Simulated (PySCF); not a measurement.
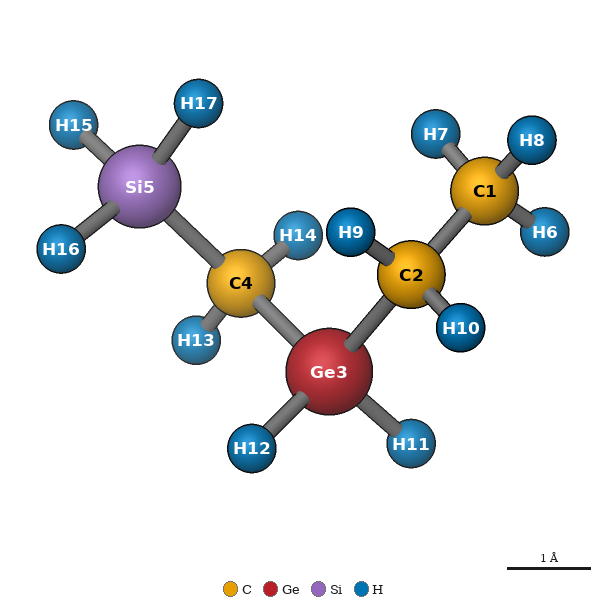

Atoms carry their numbers in the input. Computed geometry: PBE0-D3(BJ)/def2-SVP optimisation. No frequency run is at hand to confirm it as a minimum.

How are the neighbours of atom 2 arranged?

C2 has 4 neighbours (C1 at 1.52, Ge3 at 1.96, H9 at 1.10, H10 at 1.10 Å); the arrangement is tetrahedral.

How are the neighbours of atom 4 arranged?

C4 has 4 neighbours (Ge3 at 1.96, Si5 at 1.88, H13 at 1.10, H14 at 1.10 Å); the arrangement is tetrahedral.

Describe the coordination of atom 5.

Si5 has 4 neighbours (C4 at 1.88, H15 at 1.50, H16 at 1.50, H17 at 1.50 Å); the arrangement is tetrahedral.

What is the geometry at Ge3?

Ge3 has 4 neighbours (C2 at 1.96, C4 at 1.96, H11 at 1.55, H12 at 1.54 Å); the arrangement is tetrahedral.

What is the dihedral angle C1–C2–Ge3–C4?

56° in size, that is gauche.
